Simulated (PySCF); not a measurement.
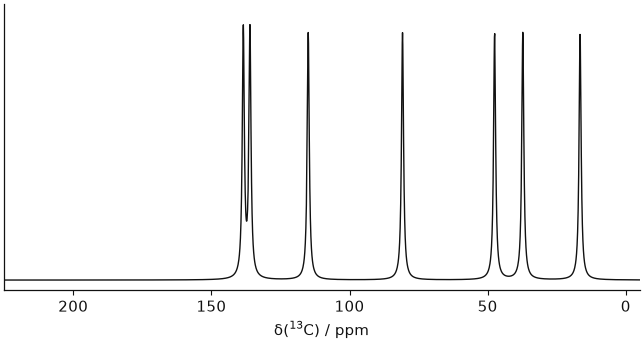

GIAO shifts, PBE0/pcSseg-1, PySCF 2.14.0, at a GFN2-xTB geometry (no frequency check), against TMS for ¹³C computed at the same level. Gas phase, fully decoupled, line heights follow the number of nuclei, widths are arbitrary (no quadrupolar broadening); values of one conformer, averaged over methyl-type rotors and exact or near symmetry; other conformers aren't averaged in.

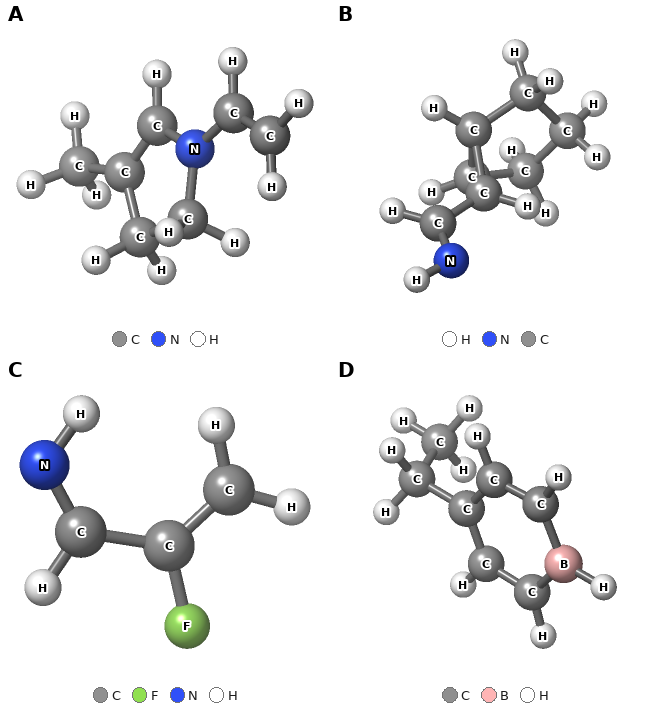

### Which structure fits the spectrum? The candidates are drawn in the second picture. Charge and spin: A neutral singlet; B neutral singlet; C neutral singlet; D −1 singlet.

Structure A, C₇H₁₁N, SMILES C=CN1C=C(C)CC1. Its ¹³C signals: 138.4 (1 C), 136.0 (1 C), 114.9 (1 C), 80.8 (1 C), 47.5 (1 C), 37.3 (1 C), 16.5 (1 C) ppm.

Caveats: the tight-binding geometry is rougher than a DFT one and adds to the error.
